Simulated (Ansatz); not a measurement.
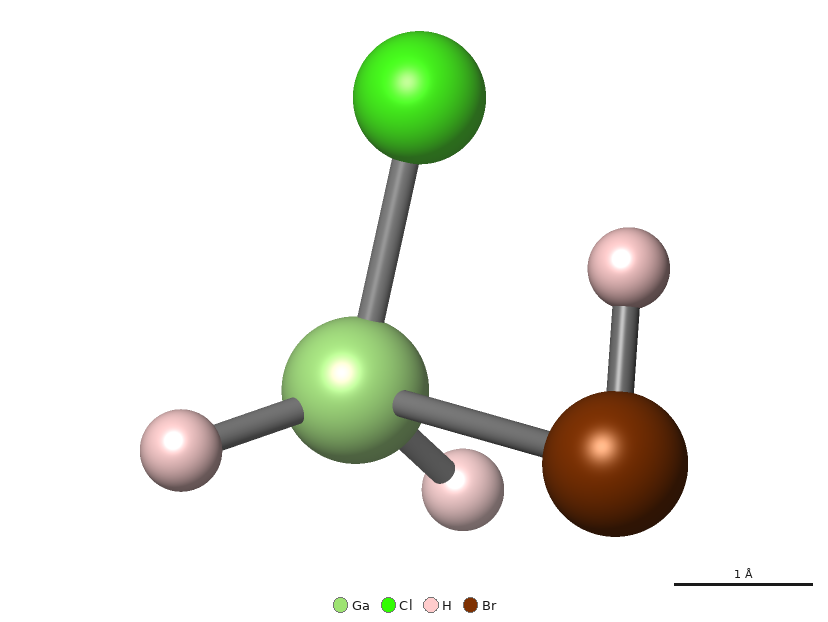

A ball-and-stick model of a molecule. Every bond is drawn as one stick, whatever its order.

Description:

Formula BrClGaH₃. The point group is Cs. Coordination, clear cases only: 1 Br bent.

The parts below concern this one geometry. Atoms keep their numbers from picture to picture. The geometry was computed by an optimisation with PBE0-D4/def2-TZVP.

### Shape

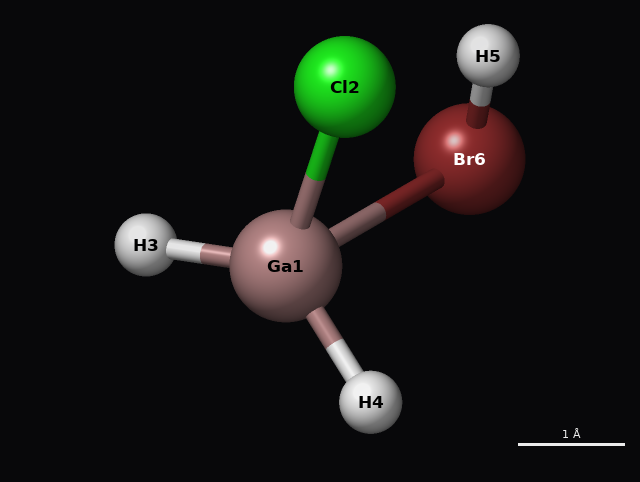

Atoms carry their numbers in the input.

Which atoms are bonded, and how long are the bonds?

```
   bond  length (Å)
Ga1–Cl2       2.189
 Ga1–H3       1.556
 Ga1–H4       1.556
Ga1–Br6       2.886
 H5–Br6       1.430
```

### Electronic properties

Method: RHF-CCSD(T), frozen core/def2-SVP (Ansatz 0.2.0).

> What is the T1 diagnostic?

0.009.

### Dipole moment

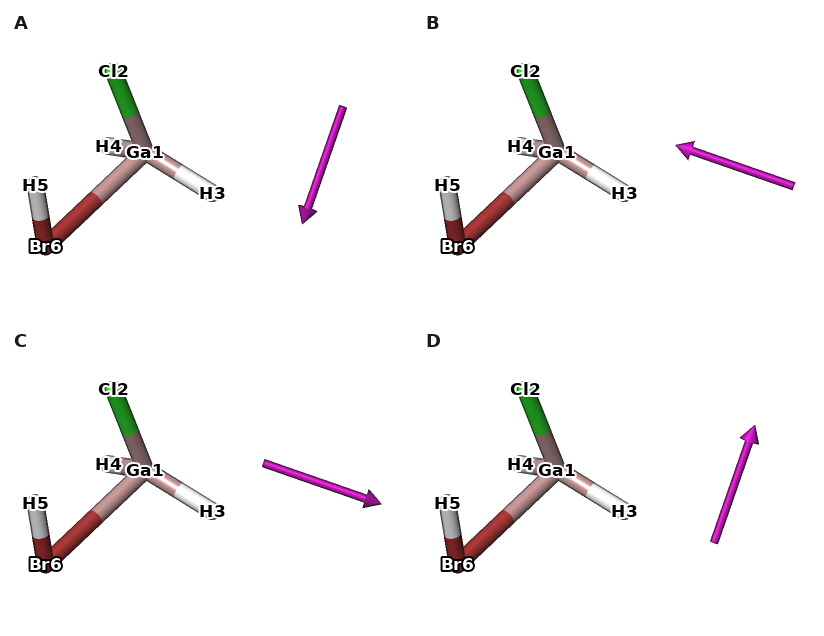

The same molecule four times, each with an arrow. Level of theory: RKS PBE0-D4/def2-TZVP (Ansatz 0.2.0).

> Which arrow points along the dipole moment, from the negative to the positive end?

A. The dipole moment is 2.08 D; it points from the side of Cl2 to the side of Br6 (the outermost atoms at the two ends).

### Thermal motion

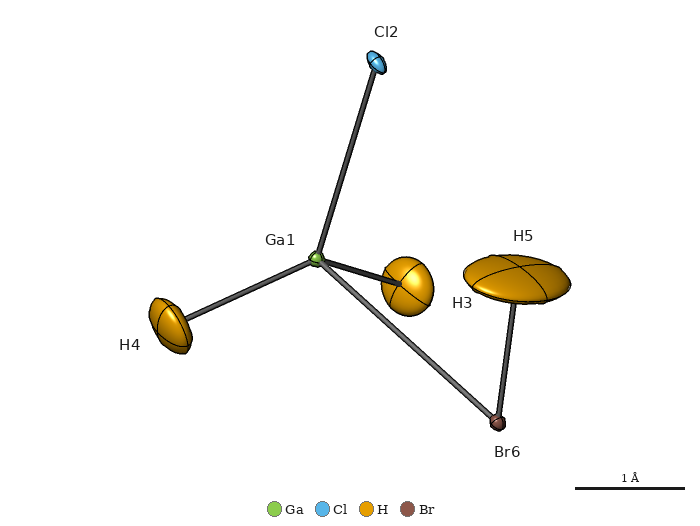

Displacement ellipsoids at the 50 % level, from the internal vibrations of the free molecule (harmonic, no overall translation or rotation; no half-axis is drawn under 0.075 Å). Vibrations computed with RKS PBE0-D4/def2-TZVP (Ansatz 0.2.0). Temperature: 100 K.

Give the displacement parameters, one line for each set of equivalent atoms.

| atom | U_eq (Å²) | rms amplitudes (Å) |
| --- | --- | --- |
| Ga1 | 0.0011 | 0.005, 0.027, 0.050 |
| Cl2 | 0.0028 | 0.008, 0.029, 0.087 |
| H3, H4 | 0.0256 | 0.091, 0.167, 0.201 |
| H5 | 0.0698 | 0.085, 0.290, 0.344 |
| Br6 | 0.0011 | 0.004, 0.023, 0.053 |
